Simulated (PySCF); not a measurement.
Al2H3O5 (charge −1)

```yaml
atoms:
  - { symbol: O, position_ang: [-1.5176, -0.5442, -1.9269] }
  - { symbol: Al, position_ang: [-0.6573, -0.7070, -0.4013] }
  - { symbol: O, position_ang: [-1.1987, -2.1364, 0.4706] }
  - { symbol: O, position_ang: [-0.6218, 0.7276, 0.7536] }
  - { symbol: Al, position_ang: [1.0476, 0.8256, 0.3981] }
  - { symbol: O, position_ang: [2.2186, 1.9349, 1.0085] }
  - { symbol: O, position_ang: [1.1521, -0.4793, -0.6944] }
  - { symbol: H, position_ang: [-0.8920, -0.3243, -2.6213] }
  - { symbol: H, position_ang: [-1.3556, -1.9032, 1.3888] }
  - { symbol: H, position_ang: [1.8664, 2.5805, 1.6257] }
```

Geometry: PBE0-D3(BJ)/def2-SVP.

These are results of PBE0/aug-pcSseg-2, SCF density, gas phase, non-relativistic in PySCF, not measurements.

### What will maps of the electron density and electron localisation function show?

Al–O (1.71 Å): ρ at the midpoint is about 0.94 e/Å³; the ELF peaks at about 0.85 in the valence shell of O, 0.6 Å from its nucleus, and is about 0.50 at the midpoint.
Al–Al (2.43 Å): ρ at the midpoint is about 0.34 e/Å³; the ELF is about 0.20 at the midpoint.
O–H (0.96 Å): ρ at the midpoint is about 3.7 e/Å³; the ELF climbs to about 1 towards the hydrogen, as it does in any bond to H (an ordinary covalent bond to hydrogen).
Al–O (1.84 Å): the density is about 0.7 e/Å³ at the midpoint; the ELF peaks at about 0.85 in the valence shell of O, 0.6 Å from its nucleus, and is about 0.55 at the midpoint.

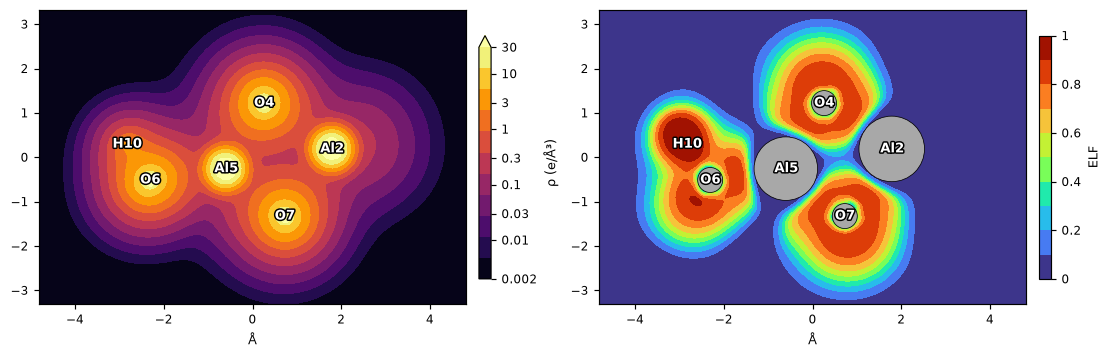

Computed electron density and electron localisation function on the plane of atoms Al2, Al5 and O4, in this order. Grey discs cover the atomic cores in the ELF map. 
